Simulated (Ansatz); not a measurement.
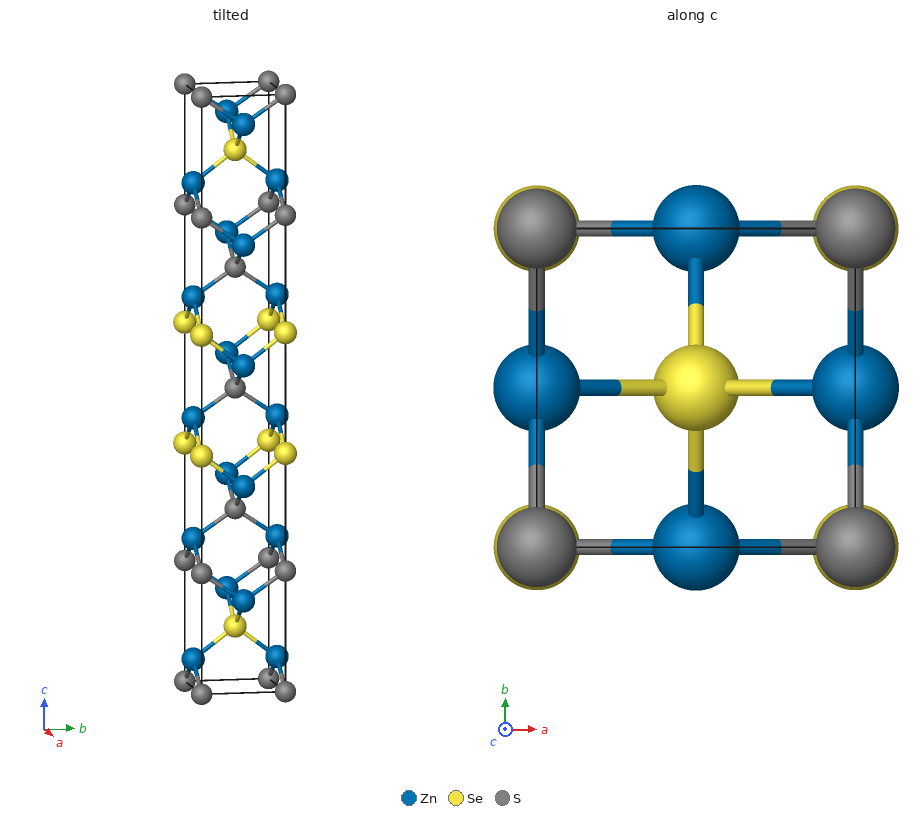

A ball-and-stick rendering, viewed slightly off an axis and along the c axis. The parallelepiped is the conventional unit cell.

Zn$_{5}$Se$_{2}$S$_{3}$, space group I-4m2 (No. 119), a = 3.931 Å, b = 3.931 Å, c = 27.790 Å, α = 90.00°, β = 90.00°, γ = 90.00°. The structure was taken from a structure type filled with these elements by a generator (whether the compound takes this form wasn't checked). Earlier steps of the study, as a rule a relaxation of our own, may have changed the cell and positions, so they can lie some per cent off the listed ones. It was run through Ansatz as a DFT input.

This one geometry was computed with Ansatz (DFT, plane waves, PAW) at three levels of theory: r2SCAN, PBE and PBEsol.

Which level gives the highest pressure at this volume, and what does that say about its equilibrium volume?

Highest: PBE (0.0 GPa), which points to the largest equilibrium volume. Lowest, with the smallest volume: PBEsol (-3.3 GPa). Levels within 0.5 GPa of each other can't be told apart.

How does the band gap change with the level of theory?

PBEsol: a gap of 1.44 eV, direct; PBE: a gap of 1.56 eV, direct; r2SCAN: a gap of 2.11 eV, direct.

Collect the results in a table.

| level | cutoff (eV) | k-mesh of the run's cell | gap (eV) | pressure (GPa) |
| --- | --- | --- | --- | --- |
| r2SCAN | 500 | 10×10×10 | 2.11 | -2.2 |
| PBE | 420 | 10×10×10 | 1.56 | 0.0 |
| PBEsol | 420 | 10×10×10 | 1.44 | -3.3 |

Gaps are taken on the k-mesh or band path of each run.
